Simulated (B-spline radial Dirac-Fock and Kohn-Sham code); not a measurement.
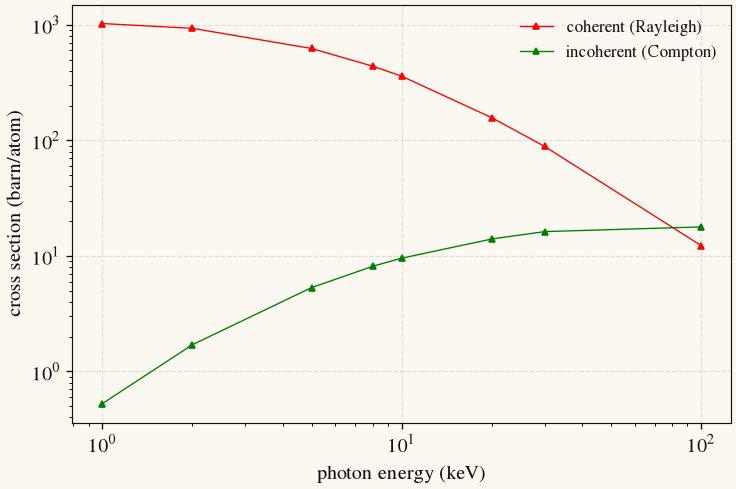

Coherent and incoherent photon scattering cross sections against photon energy, computed at the marked points and joined by straight lines. It refers to the ion Mo²⁺, configuration [Kr] 4d4. Method: Thomson × f² and Klein–Nishina × S on Dirac–Fock densities, without anomalous dispersion (computed with a radial B-spline solver).

Question: Where does Compton scattering overtake Rayleigh scattering?

Answer: Between 30.0 keV and 100 keV.

Question: What are the two cross sections at 5.000 keV?

Answer: Coherent 625 b, incoherent 5.32 b.
